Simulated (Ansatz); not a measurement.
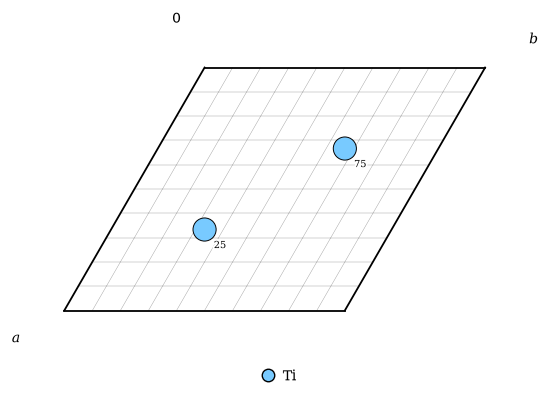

Plan of a unit cell projected along c (a down the page, b across); the numbers are heights in hundredths of c, and atoms on the cell's edges are repeated. The grid marks tenths of a and b. Source: the end point of a relaxation at fixed volume with DFT r2SCAN, scalar-relativistic, plane waves, PAW in Ansatz. Symmetry computed with spglib at a tolerance of 0.002 Å; standard conventional cell.

a = 2.932 Å, b = 2.932 Å, c = 4.638 Å, α = 90.00°, β = 90.00°, γ = 120.00°.

Q: What does the cell contain?

A: 2 Ti: Ti, Z = 2.

Q: Give the fractional coordinates of all atoms, to two places.

A:
```csv
atom,x,y,z
Ti,0.33,0.67,0.75
Ti,0.67,0.33,0.25
```
